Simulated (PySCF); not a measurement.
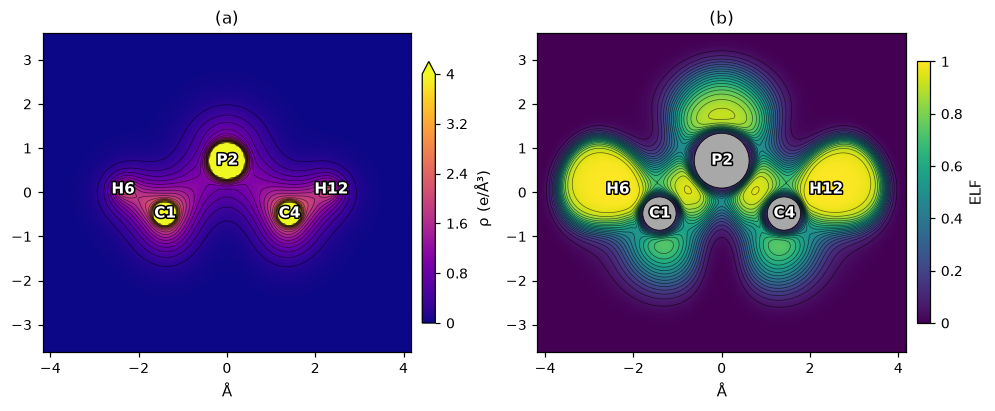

*C3H9P (trimethylphosphine). (a) total electron density; (b) ELF on the plane of atoms C1, P2 and C4. Grey discs cover the atomic cores in the ELF map.*

Geometry: PBE0-D3(BJ)/def2-SVP.

Method: DFT single point, gas phase, functional wB97X (PySCF).

```xyz
13

C    -0.3987    1.5540    0.3672
P    -0.1721   -0.1783    0.9769
C     1.5296   -0.5033    0.3268
C    -1.1586   -1.0778   -0.3045
H    -0.1615    1.6608   -0.7045
H     0.2472    2.2340    0.9433
H    -1.4409    1.8673    0.5325
H     1.6263   -0.2643   -0.7454
H     1.7852   -1.5631    0.4788
H     2.2588    0.0979    0.8911
H    -0.8844   -0.7869   -1.3323
H    -1.0064   -2.1619   -0.1902
H    -2.2298   -0.8756   -0.1523
```

Interpret the plot.

Answer.
- The section cuts through C, P and H sites.
- C–P (1.85 Å): ρ is about 1.1 e/Å³ halfway; the ELF peaks at about 0.95 between the atoms, as expected for a covalent bond.
- C–H (1.10 Å): ρ is about 1.9 e/Å³ halfway; the ELF climbs to about 1 towards the hydrogen, as it does in any bond to H: an ordinary covalent bond to hydrogen.
- The ELF also peaks beside P2, away from the bonds: lone-pair regions.
